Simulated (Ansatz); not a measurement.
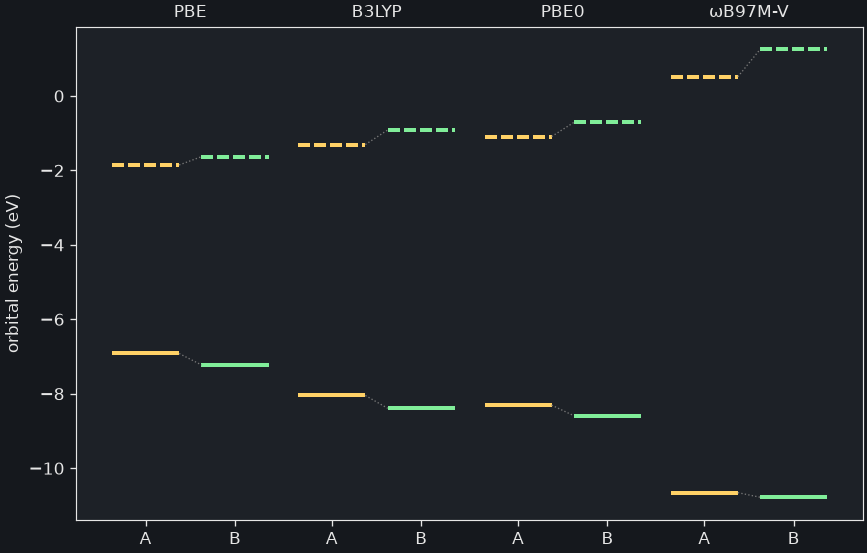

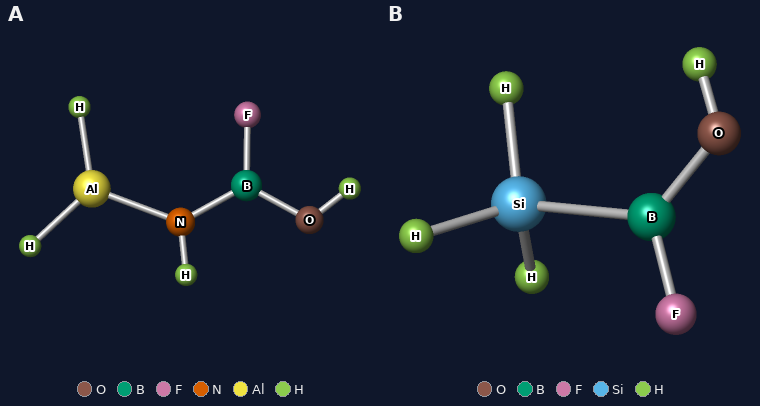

One change: A, AlBNH₄OF (SMILES OB(F)[NH][AlH2]), becomes B, BSiH₄OF (SMILES OB(F)[SiH3]). AlNH₃ (bound through N) on B is replaced by SiH₃. HOMO (solid) and LUMO (dashed) computed in def2-TZVPP at PBE0-D4/def2-TZVP geometries, both minima by their frequencies, gas phase, the Ansatz code 0.2.0. Empty levels above zero depend strongly on the basis.

Q: What does the change do to HOMO and LUMO?

A: PBE: the HOMO falls by 0.31 eV, the LUMO rises by 0.22 eV, and the separation goes from 5.06 to 5.60 eV. B3LYP: the HOMO falls by 0.34 eV, the LUMO rises by 0.39 eV, and the separation goes from 6.74 to 7.48 eV. PBE0: the HOMO falls by 0.29 eV, the LUMO rises by 0.38 eV, and the separation goes from 7.22 to 7.88 eV. ωB97M-V: the HOMO falls by 0.12 eV, the LUMO rises by 0.74 eV, and the separation goes from 11.17 to 12.04 eV.

Q: Do the functionals agree on the effect?

A: They agree on the direction for both levels; the HOMO shift lies between −0.34 and −0.12 eV and the LUMO shift between 0.22 and 0.74 eV, while the separations themselves differ by up to 6.4 eV between functionals.

Known limits of this run: one conformer of each flexible molecule.
